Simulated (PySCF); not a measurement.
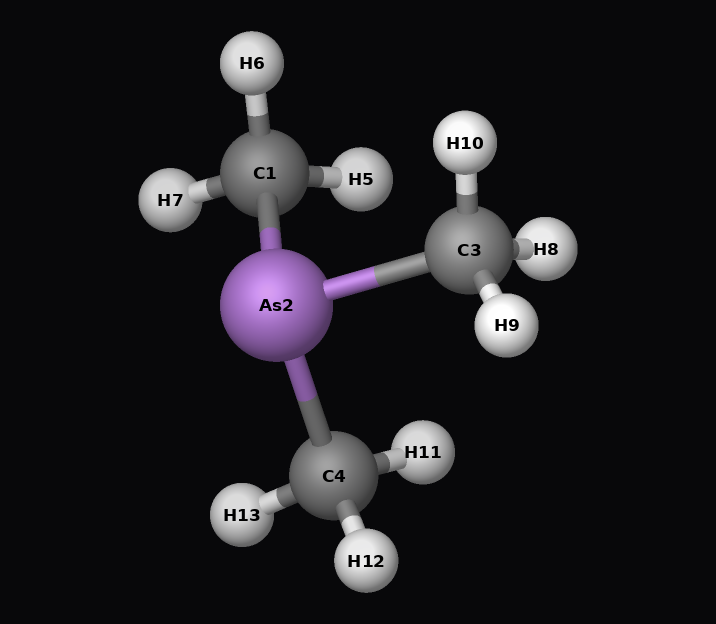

The computed structure is the end point of a PBE0-D3(BJ)/def2-SVP optimisation. No frequency run is at hand to confirm it as a minimum. Method: TDDFT PBE0/def2-SVPD, vertical, gas phase, core orbitals frozen in the response (PySCF 2.14.0), and the same with a continuum solvent (IEF-PCM, Bondi radii x 1.2, gas-phase geometry).

How do dipole (D), HOMO–LUMO gap (eV), lowest singlet (eV) change in benzene (ε = 2.3), chloroform (ε = 4.7)?

| medium | dipole (D) | HOMO–LUMO gap (eV) | lowest singlet (eV) |
| --- | --- | --- | --- |
| gas phase | 1.04 | 7.25 | 6.21 |
| benzene | 1.25 | 7.36 | 6.30 |
| chloroform | 1.40 | 7.43 | 6.34 |
